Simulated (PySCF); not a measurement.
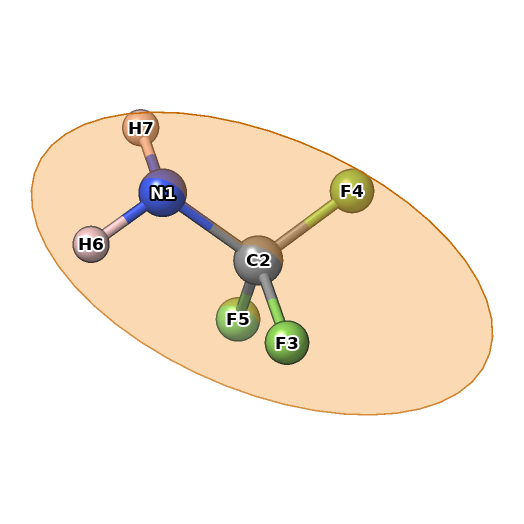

A disc through the centre of mass is drawn in. Depth is shown by fading: the farther an atom, the more it takes the colour of the background. The geometry was computed by an optimisation with PBE0-D3(BJ)/def2-SVP. No frequency run is at hand to confirm it as a minimum.

Is the plane of the disc a mirror plane of the structure?

Answer. Yes. The reflection leaves N1, C2, F5 in place and moves F3 ↔ F4; H6 ↔ H7. The point group is Cs.
